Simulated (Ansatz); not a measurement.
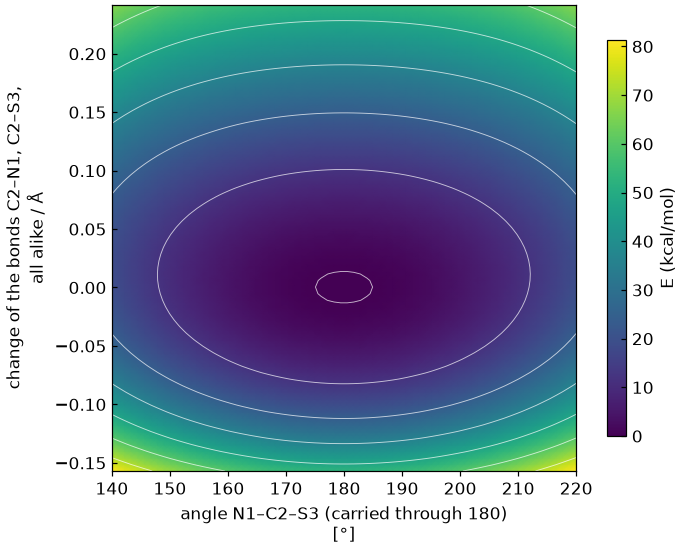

CNS, SMILES [N-]=C=S, charge −1. First axis: angle N1–C2–S3 (carried through 180). Second axis: change of the bonds C2–N1, C2–S3, all alike. Nothing is relaxed (all other coordinates rigid). Grid: 15 × 15 points; 179 points were computed and 46 follow by symmetry. Points are written as (first, second). Energies: kcal/mol, counted from the lowest grid point. The restricted reference is unstable at some or all points, so the energies there are unreliable. Level of theory: RHF-MP2, frozen core/def2-TZVPD (Ansatz).

Drawn: a smooth colour map with a few white contour lines. Between grid points the surface is interpolated.

The lowest grid point is at (180.0°, 0.014 Å). No other kind of well shows on this grid. The highest grid point, (220.0°, −0.157 Å), lies 81.4 kcal/mol above the lowest. Round the minimum the two coordinates are nearly uncoupled.

The system is changed to CNO, SMILES [N-]=C=O, charge −1; the new grid has 15 × 15 points, laid about the new relaxed structure.

Q: How does the landscape change?

A: The lowest place stays at about (180°, 0.000 Å). The curvature at the minimum changes from about 3.3 to 4.4 eV/rad² along the first coordinate and from about 130 to 166 eV/Å² along the second coordinate.

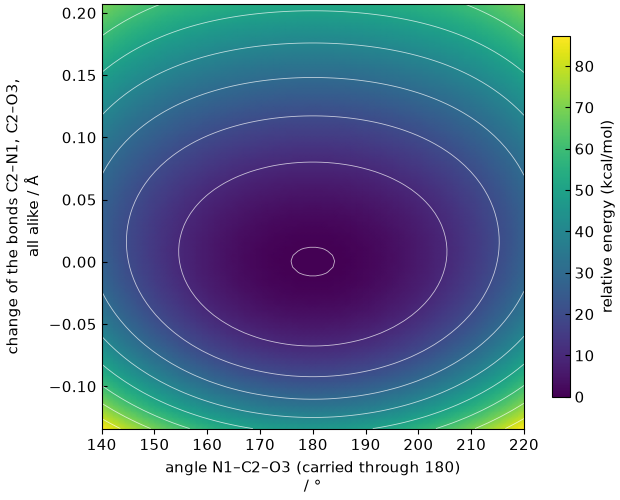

The map after the change, on a colour scale of its own. Drawn: a smooth colour map with a few white contour lines. Between grid points the surface is interpolated.
